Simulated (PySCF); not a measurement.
## A series of small molecules: trifluorides MF3 of group 15

Gas-phase molecules at GFN2-xTB geometries (not checked as minima at the level of the calculation), B3LYP/def2-SVPD with PySCF. The ionisation energy is E(cation) − E(neutral) at fixed geometry, without spin-orbit coupling. LUMO energies depend on the basis. GFN2-xTB bonds to atoms past the second row can be off by 0.02 to 0.07 Å and angles by up to several degrees, which can move orbital and ionisation energies by up to 0.5 eV and charges by 0.01 to 0.02 e, so small steps and misses may come from the geometries. Volumes are summed on a coarse grid and good to about 2 %. Core potentials replace the inner electrons of Sb. Electronegativities are Pauling's, radii Cordero's.

```tsv
molecule	electronegativity of M	covalent radius of M (Å)	Hirshfeld charge of the central atom (e)	HOMO energy (eV)	vertical ionisation energy (eV)	HOMO–LUMO gap (eV)	volume inside the 0.001 a.u. surface (Å³)
NF3	3.04	0.71	0.213	−9.98	13.40	10.04	54
PF3	2.19	1.07	?	?	?	?	?
AsF3	2.18	1.19	0.626	−10.10	12.99	8.36	70
SbF3	2.05	1.39	0.827	−10.16	12.77	7.34	80
```

The results for PF3 are withheld.

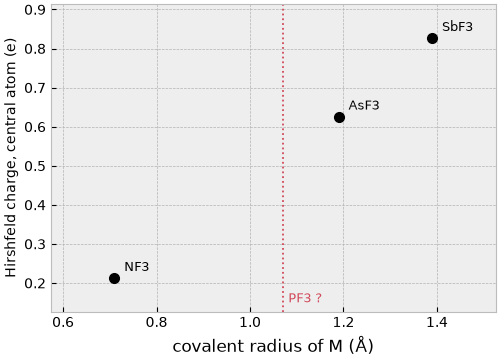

Question: Estimate the Hirshfeld charge of the central atom for PF3 from its trend with the covalent radius of M.

Answer: A least-squares line through the three given members is y = −0.4263 + 0.8951 x, with R² = 1.00 and a scatter of 0.016 e; AsF3 lies farthest from it (−0.013 e). At x = 1.07 it gives 0.531 e. For a new member the 90 % prediction interval is ±0.118 e, wide since three points leave one degree of freedom.

Question: What did the calculation give?

Answer: The calculation gives 0.488 e, 0.043 e below the estimate (2.7 times the scatter, 7 % of the range of the series): inside the prediction interval. Its other results: HOMO energy −9.68 eV, vertical ionisation energy 12.70 eV, HOMO–LUMO gap 8.54 eV and volume inside the 0.001 a.u. surface 66 Å³.

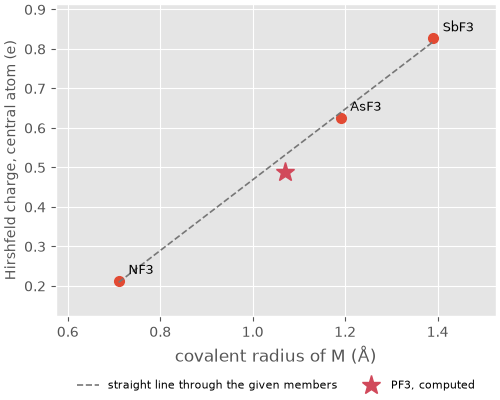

Over the series −ε(HOMO) lies 2.61 to 3.42 eV below the ionisation energy from total-energy differences, since this functional puts filled levels too high (delocalisation error). The pairing was chosen among those with R² above 0.96; series and pairings with weaker trends are left out of this set.

The single runs took from 2.1 s to 110 s, on 1 thread of shared hosts (four kinds of processor).
